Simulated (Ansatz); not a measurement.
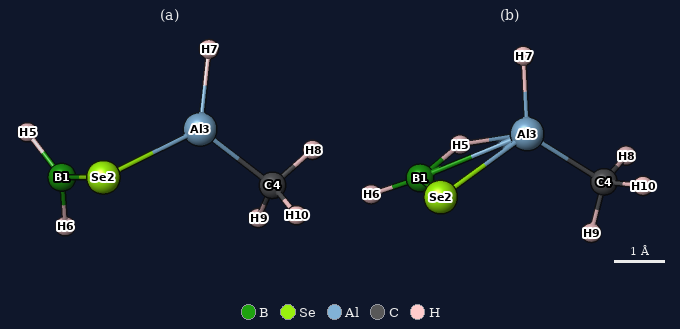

The structure of CH₆AlBSe before (left) and after (right) a relaxation, at one scale.

A ball-and-stick model, seen at a tilt.

The run prepares an end point of a later path (torsion) calculation, from a guessed geometry.

Method: RKS B3LYP-D4/def2-SVP (Ansatz). (no spin polarisation; force threshold 0.015 eV/Å; at most 40 steps)

> What changed between the two?

The energy falls by 0.892 eV in 34 accepted moves (38 points after the start). The largest force component goes from 1.5 to 0.007 eV/Å. The line search rejected the trial steps at points 25, 26, 28, 37 of the run. H5 moves most after the best rigid fit: 1.89 Å. Largest moves by element: H 1.89 Å, Se 0.40 Å, B 0.37 Å, Al 0.28 Å, C 0.20 Å. Some distances before and after: Al3–H5 3.663 → 1.971 Å, B1–Al3 3.043 → 2.440 Å, B1–Se2 1.972 → 1.891 Å, B1–H5 1.203 → 1.249 Å. Among the angles between lasting bonds that change: B1–Se2–Al3 87.9° → 68.1°, Se2–B1–H6 120.2° → 127.1°, C4–Al3–H7 118.9° → 124.7°. Groups turn about B1–Se2 by about 90°, Al3–C4 by about 35°.
